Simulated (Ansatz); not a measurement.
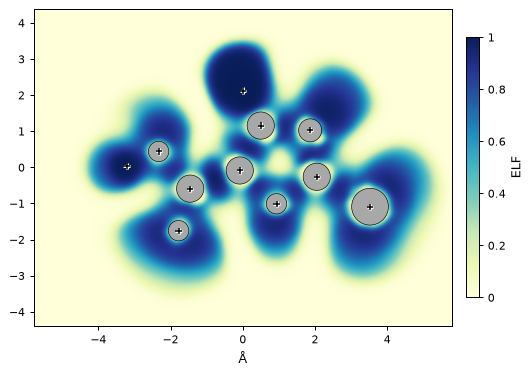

The electron localisation function on a plane through atoms (crosses mark nuclei in the plane; grey discs cover the cores).

These are results of isolated molecule in a Gaussian basis; Kohn-Sham density functional theory, functional PBE0 (Ansatz), not measurements.

Candidates:
A. C6H6F2
B. C4H2ClNO3 (SMILES O=C(O)c1cnc(Cl)o1)
C. C5H6OSi (SMILES O=CC1=C[SiH2]C=C1)

Q: Which candidate gave the map?

A: Candidate B: C4H2ClNO3 on the molecular plane, which holds C, Cl, N, O and H. C–O (1.21 Å): the ELF peaks at about 0.85 between the atoms (a multiple bond). C–N (1.30 Å): the ELF peaks at about 0.90 between the atoms (localised, covalent bonding).
